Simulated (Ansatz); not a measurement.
CH₂F₂GeS

Input

```
crystal:
  periodic: [false, false, false]
  atoms:
    - { symbol: F, position_ang: [0.559, -0.79, 2.1802] }
    - { symbol: Ge, position_ang: [0.1646, -0.7908, 0.4458] }
    - { symbol: F, position_ang: [0.4694, -2.2557, -0.469] }
    - { symbol: C, position_ang: [-0.4335, 0.7689, -0.4461] }
    - { symbol: S, position_ang: [1.2547, 0.9517, -0.5813] }
    - { symbol: H, position_ang: [-0.9926, 0.5542, -1.4171] }
    - { symbol: H, position_ang: [-0.9604, 1.4937, 0.2418] }
basis:
  gaussian: { orbitals: def2-SVP }
hamiltonian:
  xc: pbe0
  dispersion: d4
relax:
  f_tol: 0.02
  max_steps: 50
output:
  orbitals: {}
```

Launched as:

```sh
ansatz run input.yaml --threads 2 --pin off --max-ram 3072MiB --backend cpu --events-out ev --progress --plain --runs-dir out
```

The fields are those of the relaxed geometry.

Theory: RKS PBE0-D4/def2-SVP in Ansatz 0.2.0.

### Predict the electron density and electron localisation function between the atoms.

Ge–F (1.72 Å): ρ at the midpoint is about 0.97 e/Å³; the ELF peaks at about 0.80 in the valence shell of F, 0.5 Å from its nucleus, and is about 0.25 at the midpoint.
C–Ge (1.89 Å): the density is about 0.93 e/Å³ at the midpoint; the ELF peaks at about 0.85 in the valence shell of C, 0.7 Å from its nucleus, and is about 0.60 at the midpoint.
C–H (1.10 Å): the density is about 1.9 e/Å³ at the midpoint; the ELF climbs to about 1 towards the hydrogen, as it does in any bond to H; an ordinary covalent bond to hydrogen.

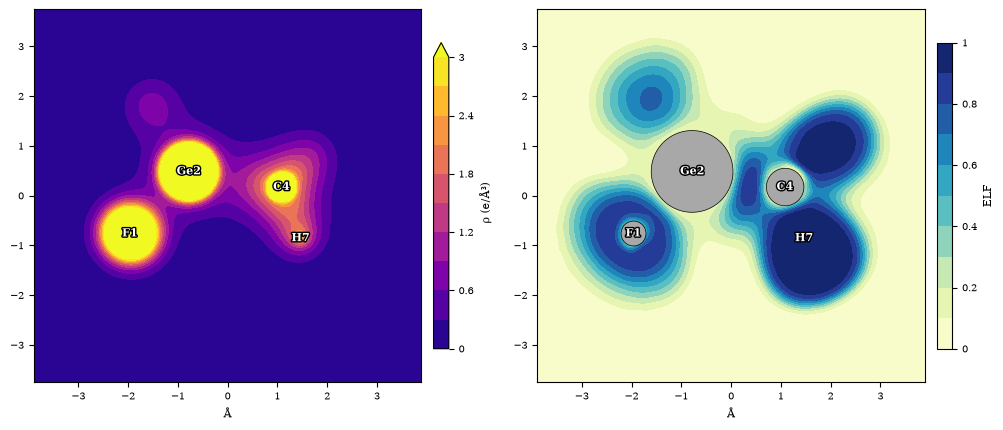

Computed electron density and electron localisation function on the plane of atoms Ge2, C4 and H7, in this order. Grey discs cover the atomic cores in the ELF map. 
